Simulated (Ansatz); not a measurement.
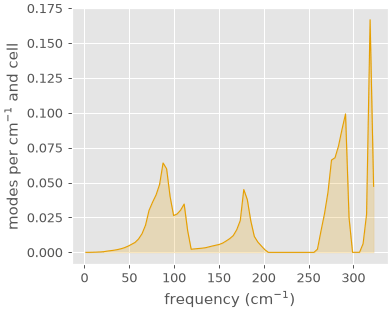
Phonon density of states of zinc blende ZnS; finite displacements on a 6×6×6 mesh, DFT at the PBE level (Ansatz, a first-principles code), k mesh 6×6×6

Another polymorph of this substance is known too; which is more stable was not tested here. Dynamical quadrupoles are not included in the interpolation of the phonons between the solved wave vectors.

Where is the tallest peak, and is there a gap in the spectrum?

The tallest peak lies near 320 cm⁻¹. There is at least one gap; the lowest begins near 210 cm⁻¹.
